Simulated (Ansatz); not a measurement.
# A ladder of methods for SiH2F2 (SMILES F[SiH2]F)

The species is SiH2F2 (5 atoms), meant as a singlet with charge 0. SMILES: `F[SiH2]F`. Geometry: optimised at wB97X-V/def2-SVP.

```xyz
5

F    -1.0957    0.5465    0.9959
Si   -0.0059   -0.0006   -0.0608
F     1.2670   -0.5287    0.7788
H    -0.5925   -1.1411   -0.7964
H     0.4271    1.1238   -0.9176
```

Each level gives the dissociation energy of the H5–Si2 bond into doublet H and doublet SiHF2 (shapes relaxed at wB97X-V/def2-SVP, no zero-point term) (eV). The values are calculated.

| level | kind | program | value (eV) |
| --- | --- | --- | --- |
| HF/def2-TZVPP | Hartree–Fock | Ansatz | 3.55 |
| PBE/def2-TZVPP | GGA | Ansatz | 4.07 |
| r2SCAN/def2-TZVPP | meta-GGA | Ansatz | 4.17 |
| B3LYP/def2-TZVPP | global hybrid | Ansatz | 4.28 |
| PBE0-D4/def2-TZVPP | global hybrid | Ansatz | 4.16 |
| wB97M-V/def2-TZVPP | range-separated hybrid | Ansatz | 4.40 |

The values span 3.55 to 4.40 eV. Hartree–Fock misses the correlation of the electron pair that is broken and comes out low. Measured bond enthalpies also hold zero-point and thermal terms, a few tenths of an eV less.

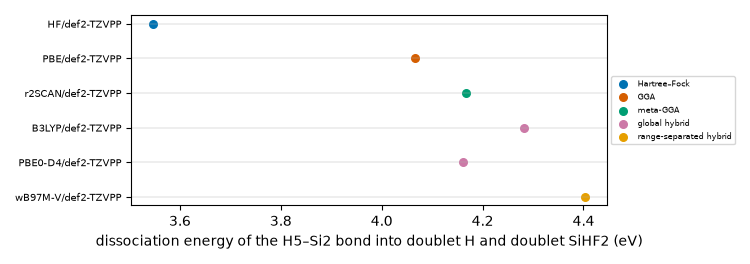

The values of the table, level by level.
